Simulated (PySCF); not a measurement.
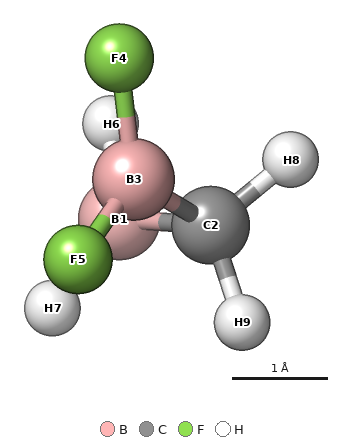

Fig. 1: The input geometry (ball-and-stick view, seen at an oblique angle; atoms are numbered from 1 in the order of the input). Bond lengths as drawn: B–C 1.56 Å, B–F 1.32 Å, B–H 1.21 Å and C–H 1.10 Å.

CH4B2F2: NMR shielding calculation

System: CH4B2F2.
Method: GIAO KT3/pcSseg-2 NMR shielding, non-relativistic, gas phase (PySCF 2.14.0).

The geometry comes from this level: PBE0-D3(BJ)/def2-SVP. Figures and captions count atoms from 1; the log counts them from 0 in places.

**The program's output**
```
coarse grid: 7912 points
cycle   1  E = -293.8952256743  dE =  3.557e-01  |g| = 9.308e-01  |ddm| = 1.844e+00
cycle   2  E = -293.6055999750  dE =  2.896e-01  |g| = 1.640e+00  |ddm| = 1.214e+00
cycle   3  E = -294.0342315707  dE = -4.286e-01  |g| = 1.490e-01  |ddm| = 8.199e-01
cycle   4  E = -294.0387303806  dE = -4.499e-03  |g| = 5.459e-02  |ddm| = 1.175e-01
cycle   5  E = -294.0394742733  dE = -7.439e-04  |g| = 6.777e-03  |ddm| = 3.583e-02
cycle   6  E = -294.0394861998  dE = -1.193e-05  |g| = 2.576e-03  |ddm| = 8.728e-03
cycle   7  E = -294.0394880067  dE = -1.807e-06  |g| = 8.376e-04  |ddm| = 2.677e-03
final grid: 78320 points
cycle   8  E = -294.0412452966  dE = -3.218e-04  |g| = 3.324e-02  |ddm| = 9.184e-02
cycle   9  E = -294.0409113650  dE =  3.339e-04  |g| = 5.769e-02  |ddm| = 3.343e-02
cycle  10  E = -294.0413942739  dE = -4.829e-04  |g| = 2.395e-03  |ddm| = 2.255e-02
cycle  11  E = -294.0413954608  dE = -1.187e-06  |g| = 8.348e-04  |ddm| = 1.928e-03
cycle  12  E = -294.0413956310  dE = -1.702e-07  |g| = 1.474e-04  |ddm| = 5.655e-04
cycle  13  E = -294.0413956360  dE = -5.054e-09  |g| = 3.254e-05  |ddm| = 1.325e-04
cycle  14  E = -294.0413956363  dE = -2.786e-10  |g| = 6.227e-06  |ddm| = 3.186e-05
```

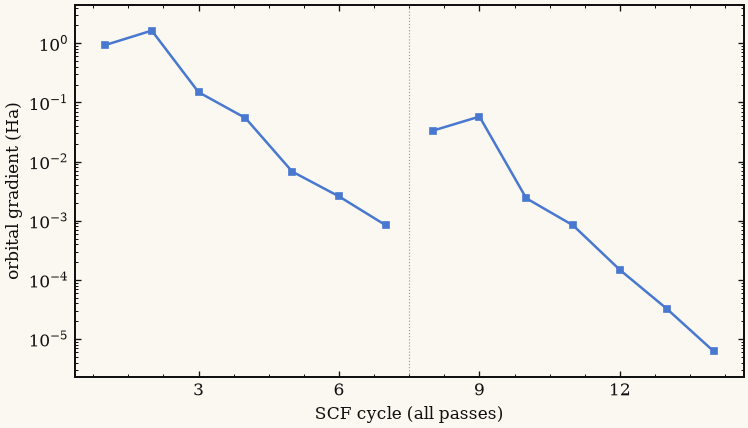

Fig. 2: Convergence of the self-consistent field: orbital gradient against the SCF cycle. The dotted line marks the change from a coarse to the final integration grid. The first 7 cycles use a coarse grid, the final grid takes over at cycle 8, and the field converges after 14 cycles in all.

```
converged SCF energy = -294.0413956363

GIAO shielding tensors (ppm)
atom      isotropic    diamagn.    paramagn.     s11        s22        s33       span
  0 B       16.700     191.946    -175.246    -51.823    -22.935    124.859    176.681
  1 C      151.291     246.172     -94.882     99.357    154.059    200.456    101.099
  2 B       75.473     194.876    -119.403     59.046     76.573     90.798     31.752
  3 F      228.879     469.249    -240.370     51.734    289.835    345.069    293.335
  4 F      229.921     469.077    -239.156     56.667    294.472    338.623    281.956
  5 H       24.021      29.497      -5.476     17.663     26.685     27.715     10.052
  6 H       24.049      29.484      -5.435     17.700     26.722     27.727     10.027
  7 H       28.648      29.870      -1.222     26.134     27.335     32.475      6.341
  8 H       28.728      30.003      -1.275     26.267     27.334     32.584      6.316
```

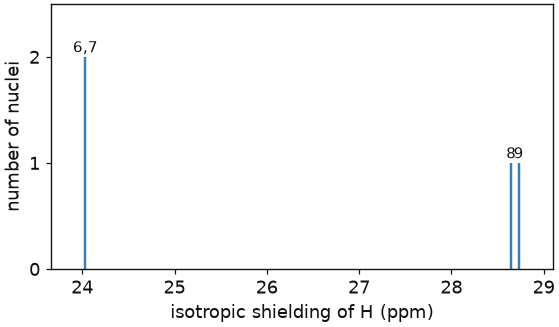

Fig. 3: Isotropic shieldings of the hydrogen nuclei in this fixed geometry, labelled by atom number; shielding grows to the right, so chemical shift grows to the left. The least shielded is H6 (24.0 ppm), the most shielded H9 (28.7 ppm).

The run was set up as follows.

**Input**
```
{"job": {"kind": "nmr", "xc": "KT3", "basis": "pcSseg-2", "pop": false}, "charge": 0, "multiplicity": 1}
B      0.798734     0.560282     0.871179
C      0.466400    -0.270206    -0.403320
B     -1.093140    -0.321308    -0.509824
F     -1.807705    -1.201805     0.168341
F     -1.770567     0.519866    -1.269906
H      0.907132     0.020905     1.947729
H      0.903673     1.763535     0.806665
H      0.817226    -1.309590    -0.305935
H      0.846516     0.213104    -1.315816
```

The first line tells a small driver script what to run in PySCF; the rest is the geometry in Å.

Launched with:
```bash
OMP_NUM_THREADS=1 python <driver script> task.json out
```

**Results in brief**

- outcome: converged
- total energy: −294.041396 hartree
- HOMO: −8.12 eV
- LUMO: −2.79 eV
- dipole moment: 1.48 D
- isotropic shielding, B: 16.7 to 75.5 ppm
- isotropic shielding, C: 151.3 ppm
- isotropic shielding, F: 228.9 to 229.9 ppm
- isotropic shielding, H: 24.0 to 28.7 ppm
- hardware: 1 CPU thread, shared host
- wall time: 28 s
- peak memory: 0.74 GiB
